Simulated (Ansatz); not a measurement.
```csv
atom,x (Å),y (Å),z (Å)
Si,-0.2959,0.9892,-0.3766
Si,2.3204,-1.2388,1.8027
Si,-1.0898,1.4891,-2.5186
Si,-1.6077,-0.6918,0.5856
H,-0.3465,2.2084,0.4784
H,1.1241,0.5467,-0.4683
F,3.4735,-0.6915,0.8382
H,2.9540,-2.0752,2.8494
H,1.6251,-0.0802,2.4105
H,1.3779,-2.0470,0.9928
H,-2.5018,1.9502,-2.4354
H,-0.2739,2.5552,-3.1587
H,-1.0386,0.2697,-3.3692
H,-1.4860,-1.9460,-0.2048
H,-1.2011,-0.9716,1.9895
H,-3.0337,-0.2664,0.5843
```

The product side of a reaction path; geometry: PBE0-D4/def2-TZVP.

These are results of RKS PBE0-D4/def2-TZVPP (Ansatz 0.2.0), not measurements.

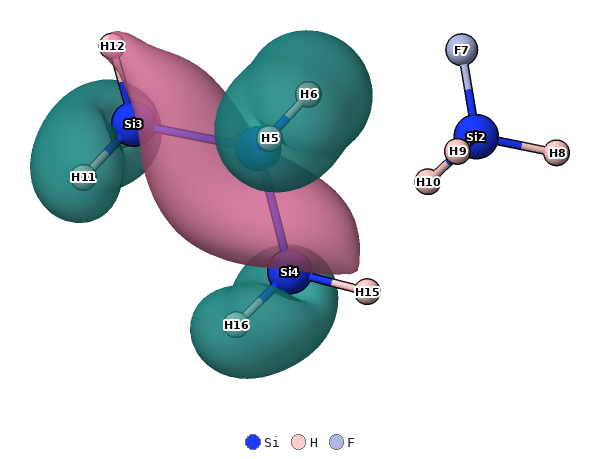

H8Si3···FH3Si. The HOMO−1 at ±0.06 Å⁻³ᐟ² (teal and pink are the two phases), seen across its widest extent.

Q: Describe this orbital and give its energy.

A: By Hirshfeld shares it lies mainly on Si1 (about 35 %), Si4 (about 15 %), Si3 (about 15 %), H5 (about 10 %) and H6 (about 10 %). Its energy is −8.76 eV.
